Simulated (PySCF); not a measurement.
# One shape, several levels: C4H7O+ (SMILES CCCC#[O+])

Aim: a comparison of 6 runs (HF/STO-3G, B3LYP/6-31G*, PBE0/def2-SVP, wB97X/6-311+G**, CCSD(T)/STO-3G) of C4H7O+. 

The calculation is run with PySCF 2.14.0.

## Step 1: Starting point

The species is C4H7O+ (12 atoms), meant as a singlet with charge +1. SMILES: `CCCC#[O+]`. The shape is that of a GFN2-xTB optimisation. This is one conformer, not always the lowest.

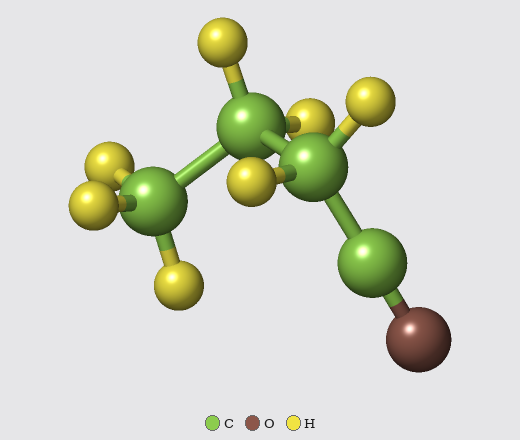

The structure, seen from a chosen angle (carbon green, oxygen brown, hydrogen yellow).

## Step 2: Energy and forces at HF/STO-3G (run 1)

Input file calc.py:

```python
# CCCC#[O+]
import pyscf.grad
from pyscf import gto, scf

mol = gto.M(
    atom='''
C     -1.117340     0.357930     0.801280
C      0.373910     0.420770     0.537940
C      0.836860    -0.687630    -0.482940
C      0.411060    -0.354120    -1.748060
O      0.039130     0.001150    -2.740860
H     -1.370860     1.090140     1.564540
H     -1.699380     0.590910    -0.086760
H     -1.416430    -0.619300     1.171860
H      0.925360     0.226390     1.458160
H      0.663990     1.404640     0.170230
H      0.421090    -1.657570    -0.174470
H      1.932590    -0.773310    -0.470910
''',
    max_memory=1860,
    charge=1,
    verbose=4,
    basis='sto-3g',
)

mf = scf.RHF(mol)
mf.conv_tol = 1e-10
mf.kernel()
if not mf.converged:
    mf = mf.newton().run(mf.mo_coeff, mf.mo_occ)

e_final = mf.e_tot
print('E(%s) = %.9f' % ('HF', e_final))
grad = mf.Gradients().kernel()
dip = mf.dip_moment()
pop, q = mf.mulliken_pop()
```

On the command line:

```
$ OMP_NUM_THREADS=1 python calc.py
```

Log:

```text
PySCF version 2.14.0

[... 68 lines left out ...]
converged SCF energy = -227.302000045142
[... 13 lines left out ...]
WARN: System has nonzero charge 1; the dipole moment is origin-dependent.
[... 2 lines left out ...]
Dipole moment(X, Y, Z, Debye):  2.41788, -1.79701, -4.62827
[... 45 lines left out ...]
charge of   11H =      0.18780
```

Run time: 4.2 s. Hardware: 1 thread of Intel Xeon at 2.70GHz, shared host; peak memory 0.12 GiB.

## Step 3: Energy and gradient at B3LYP/6-31G(d) (spherical functions) (run 2)

Input file calc.py:

```python
# CCCC#[O+]
from pyscf import gto, dft

system = gto.Mole()
system.atom = '''
C     -2.111467     0.676390     1.514200
C      0.706587     0.795140     1.016559
C      1.581436    -1.299432    -0.912624
C      0.776791    -0.669190    -3.303355
O      0.073945     0.002173    -5.179475
H     -2.590550     2.060066     2.956552
H     -3.211363     1.116658    -0.163953
H     -2.676665    -1.170307     2.214494
H      1.748677     0.427815     2.755523
H      1.254759     2.654385     0.321688
H      0.795745    -3.132353    -0.329701
H      3.652066    -1.461344    -0.889891
'''
system.charge = 1
system.max_memory = 1860
system.unit = 'bohr'
system.basis = '6-31g*'
system.verbose = 4
system.build()

mf = dft.RKS(system, xc='b3lyp')
mf.conv_tol = 1e-10
mf.grids.level = 5
mf.kernel()
if not mf.converged:
    mf = mf.newton().run(mf.mo_coeff, mf.mo_occ)

e_tot = mf.e_tot
print(f'total energy: {e_tot:.8f} hartree')
grad = mf.nuc_grad_method().kernel()
dip = mf.dip_moment()
pop, q = mf.mulliken_pop()
```

On the command line:

```
$ OMP_NUM_THREADS=1 python calc.py
```

Log:

```text
PySCF version 2.14.0

[... 82 lines left out ...]
converged SCF energy = -231.557252193947
total energy: -231.55725219 hartree
[... 13 lines left out ...]
WARN: System has nonzero charge 1; the dipole moment is origin-dependent.
[... 2 lines left out ...]
Dipole moment(X, Y, Z, Debye):  2.38222, -1.70789, -3.20417
[... 97 lines left out ...]
charge of   11H =      0.31702
```

It took 71 s on 1 thread of Intel Xeon at 2.70GHz, shared host; peak memory 0.86 GiB.

## Step 4: Energy and gradient at B3LYP/6-31G(d) (Cartesian functions) (run 3)

Input file input.py:

```python
# CCCC#[O+]
from pyscf import gto, dft

mol = gto.M(
    atom=[
    ('C', (-1.117340, 0.357930, 0.801280)),
    ('C', (0.373910, 0.420770, 0.537940)),
    ('C', (0.836860, -0.687630, -0.482940)),
    ('C', (0.411060, -0.354120, -1.748060)),
    ('O', (0.039130, 0.001150, -2.740860)),
    ('H', (-1.370860, 1.090140, 1.564540)),
    ('H', (-1.699380, 0.590910, -0.086760)),
    ('H', (-1.416430, -0.619300, 1.171860)),
    ('H', (0.925360, 0.226390, 1.458160)),
    ('H', (0.663990, 1.404640, 0.170230)),
    ('H', (0.421090, -1.657570, -0.174470)),
    ('H', (1.932590, -0.773310, -0.470910)),
],
    basis='6-31g*',
    verbose=4,
    max_memory=1860,
    charge=1,
    cart=True,
)

mf = dft.RKS(mol)
mf.xc = 'b3lyp'
mf.conv_tol = 1e-10
mf.grids.level = 5
mf.kernel()
if not mf.converged:
    mf = mf.newton().run(mf.mo_coeff, mf.mo_occ)

e_final = mf.e_tot
print('E(%s) = %.9f' % ('B3LYP', e_final))
grad = mf.nuc_grad_method().kernel()
dip = mf.dip_moment()
pop, q = mf.mulliken_pop()
```

On the command line:

```
$ OMP_NUM_THREADS=1 python input.py
```

Log:

```text
PySCF version 2.14.0

[... 83 lines left out ...]
converged SCF energy = -231.561376638055
[... 14 lines left out ...]
WARN: System has nonzero charge 1; the dipole moment is origin-dependent.
[... 2 lines left out ...]
Dipole moment(X, Y, Z, Debye):  2.38294, -1.70895, -3.19826
[... 102 lines left out ...]
charge of   11H =      0.31782
```

It took 60 s on 1 thread of Intel Xeon at 2.70GHz, shared host; peak memory 0.91 GiB.

Runs 4 to 5 aren't shown in full; the table further down has their settings and results.

## Step 5: The energy at CCSD(T)/STO-3G (run 6)

Input file run.py:

```python
from pyscf import gto, cc

mol = gto.Mole()
mol.atom = '''
C     -2.111467     0.676390     1.514200
C      0.706587     0.795140     1.016559
C      1.581436    -1.299432    -0.912624
C      0.776791    -0.669190    -3.303355
O      0.073945     0.002173    -5.179475
H     -2.590550     2.060066     2.956552
H     -3.211363     1.116658    -0.163953
H     -2.676665    -1.170307     2.214494
H      1.748677     0.427815     2.755523
H      1.254759     2.654385     0.321688
H      0.795745    -3.132353    -0.329701
H      3.652066    -1.461344    -0.889891
'''
mol.unit = 'bohr'
mol.basis = 'sto-3g'
mol.verbose = 3
mol.max_memory = 1860
mol.charge = 1
mol.build()

myscf = mol.RHF()
myscf.conv_tol = 1e-10
myscf.kernel()
if not myscf.converged:
    myscf = myscf.newton().run(myscf.mo_coeff, myscf.mo_occ)

mycc = cc.CCSD(myscf, frozen=5)
mycc.kernel()
e_t = mycc.ccsd_t()
etot = mycc.e_tot + e_t
print('E = %.10f Eh' % etot)
myscf.analyze()
```

On the command line:

```
$ OMP_NUM_THREADS=1 python run.py
```

Log:

```text
converged SCF energy = -227.302000091104
E(CCSD) = -227.649851973368  E_corr = -0.3478518822644195
CCSD(T) correction = -0.00770095827358165
E = -227.6575529316 Eh
**** MO energy ****
MO #1   energy= -20.8624691544188  occ= 2
MO #2   energy= -11.6001946712016  occ= 2
MO #3   energy= -11.3756604038323  occ= 2
MO #4   energy= -11.2897619342841  occ= 2
MO #5   energy= -11.2222827058562  occ= 2
MO #6   energy= -1.8241414806482   occ= 2
MO #7   energy= -1.34462739088794  occ= 2
MO #8   energy= -1.17696576572104  occ= 2
MO #9   energy= -1.03054924547804  occ= 2
MO #10  energy= -0.997352393174869 occ= 2
MO #11  energy= -0.942895270216425 occ= 2
MO #12  energy= -0.939012254934496 occ= 2
MO #13  energy= -0.89554853508153  occ= 2
MO #14  energy= -0.81562012858937  occ= 2
MO #15  energy= -0.773095230310467 occ= 2
MO #16  energy= -0.75431028689745  occ= 2
MO #17  energy= -0.673150174966831 occ= 2
MO #18  energy= -0.659231718829054 occ= 2
MO #19  energy= -0.657249206834426 occ= 2
MO #20  energy= -0.0702595592390093 occ= 0
MO #21  energy= -0.0689173940210395 occ= 0
MO #22  energy= 0.260724679683674  occ= 0
MO #23  energy= 0.368484381699704  occ= 0
MO #24  energy= 0.397575870182579  occ= 0
MO #25  energy= 0.417385130182948  occ= 0
MO #26  energy= 0.476119324630458  occ= 0
MO #27  energy= 0.5114674801674    occ= 0
MO #28  energy= 0.537656275386175  occ= 0
MO #29  energy= 0.568490880655933  occ= 0
MO #30  energy= 0.599179083451076  occ= 0
MO #31  energy= 0.604252828825922  occ= 0
MO #32  energy= 0.929070586089094  occ= 0
 ** Mulliken atomic charges  **
charge of    0C =     -0.10834
charge of    1C =     -0.00422
charge of    2C =     -0.09851
charge of    3C =      0.46293
charge of    4O =      0.16026
charge of    5H =      0.07268
charge of    6H =      0.04036
charge of    7H =      0.05436
charge of    8H =      0.08080
charge of    9H =      0.06170
charge of   10H =      0.13883
charge of   11H =      0.13917

WARN: System has nonzero charge 1; the dipole moment is origin-dependent.
Location of origin: [0. 0. 0.]

Dipole moment(X, Y, Z, Debye):  2.41788, -1.79701, -4.62828
```

It took 2.6 s on 1 thread of Intel Xeon at 2.70GHz, shared host; peak memory 0.12 GiB.

## Step 6: Overview of the runs

```
run                               level  integration grid  Cartesian functions  energy (Eh)  HOMO energy (eV)  LUMO energy (eV)  HOMO–LUMO gap (eV)  wall time
  1                           HF/STO-3G                 –                   no  -227.302000            -17.88             -1.91               15.97      4.2 s
  2  B3LYP/6-31G* (spherical functions)                 5                   no  -231.557252            -14.68             -7.92                6.76       71 s
  3  B3LYP/6-31G* (Cartesian functions)                 5                  yes  -231.561377            -14.68             -7.91                6.76       60 s
  4                       PBE0/def2-SVP                 5                   no  -231.116512            -14.94             -7.75                7.19       84 s
  5                     wB97X/6-311+G**                 5                   no  -231.561623            -17.44             -5.38               12.06    3.6 min
  6                      CCSD(T)/STO-3G                 –                   no  -227.657553            -17.88             -1.91               15.97      2.6 s
```

## Step 7: Summary of results

| quantity | value |
| --- | --- |
| run 6: total energy | -227.65755 Eh |
| run 6: HOMO energy (Hartree–Fock orbitals) | -17.88 eV |
| run 6: LUMO energy (Hartree–Fock orbitals) | -1.91 eV |
| run 6: HOMO–LUMO gap (Hartree–Fock orbitals) | 15.97 eV |
| run 6: correlation energy (5 core orbitals frozen) | -355.6 mEh |
| run 6: (T) correction | -7.70 mEh |
| run 6: T1 diagnostic | 0.012 |

What this shows: Over runs 1, 2, 3, 4, 5 the HOMO–LUMO gap runs from 6.76 eV (B3LYP/6-31G*) to 15.97 eV (HF/STO-3G). The two ends differ in method and basis. Totals of different functionals can't be ranked against each other. In runs 1, 6 the basis is minimal, so the values are rough. All runs together took 7.3 min, the longest 3.6 min.
